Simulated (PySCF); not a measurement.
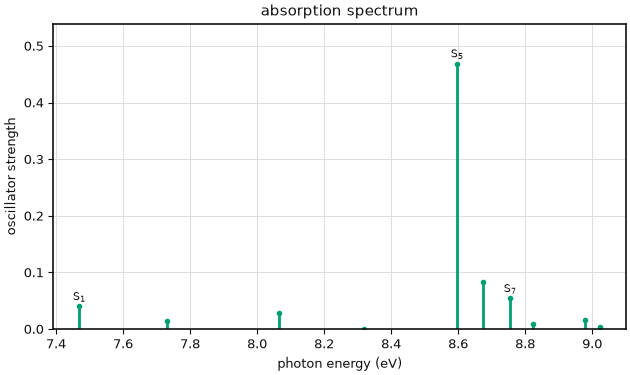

Vertical TDDFT excitations, PBE0/def2-SVP with PySCF 2.14.0, at a PBE0-D3(BJ)/def2-SVP geometry (no frequency check), gas phase. Only the first 10 singlet excitations are included.

Which molecule gives this spectrum?
A. C₂H₉GeNSi, SMILES C[Si@@H]1N[CH2][GeH2]1, singlet
B. BSiH₄F, SMILES FB[SiH3]
C. CH₅F₃GeSi, SMILES F[C](F)(F)[GeH2][SiH3], singlet
D. GaHBrCl, SMILES [Cl][GaH][Br], singlet

Option C. Its lowest singlet lies at 7.47 eV (f = 0.040) and the brightest of those computed is S5 at 8.60 eV (144 nm), f = 0.469, mainly HOMO → LUMO+2 (54 %).

Note: states above the negative HOMO energy depend on the basis; core orbitals are frozen in the response; def2-SVP has no diffuse functions, so states with Rydberg character are missing or too high.
